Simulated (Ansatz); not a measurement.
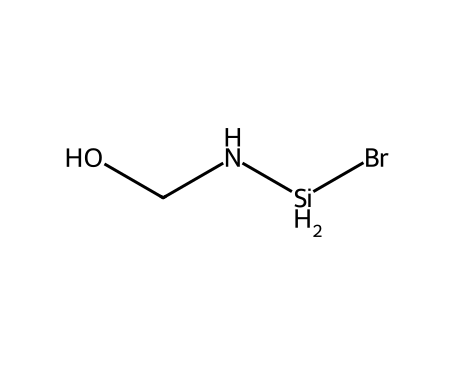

The drawing above gives the connectivity. The computed structure is the end point of a PBE0-D4/def2-TZVP optimisation. No frequency run is at hand to confirm it as a minimum.

What does the molecule look like in three dimensions?

It has 11 atoms: 1 carbon, 6 hydrogen, 1 bromine, 1 nitrogen, 1 oxygen and 1 silicon (CH₆BrNOSi). SMILES: `OCN[SiH2]Br`. It has no ring. Among its groups: alcohol, Si–H bond, Si–N bond. The point group is C1. Coordination: 1 O bent; 1 C tetrahedral; 1 N trigonal planar; 1 Si tetrahedral.

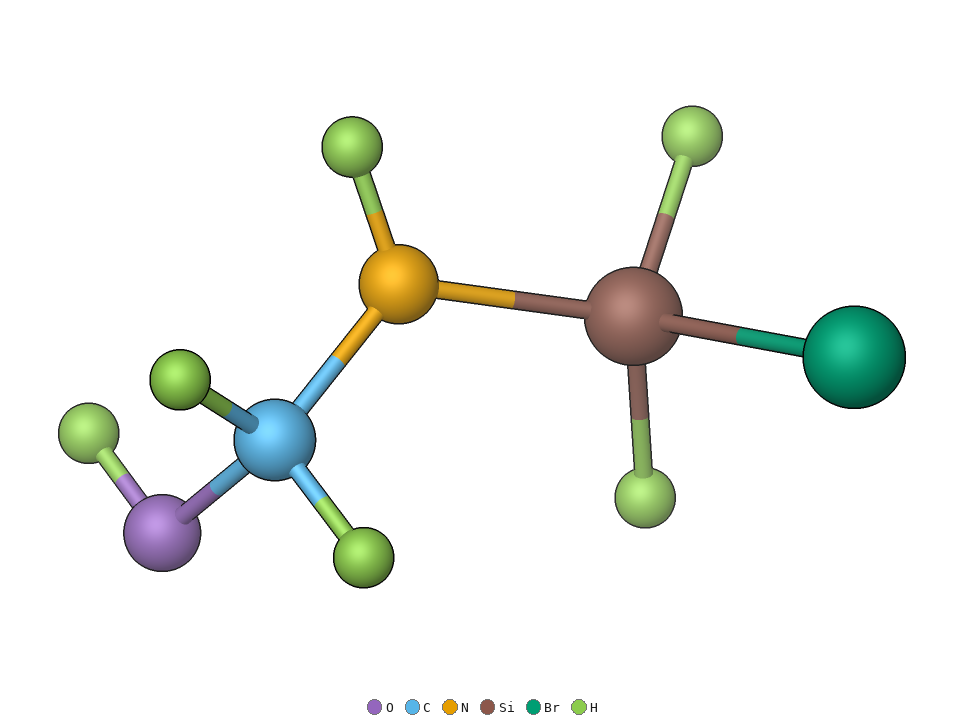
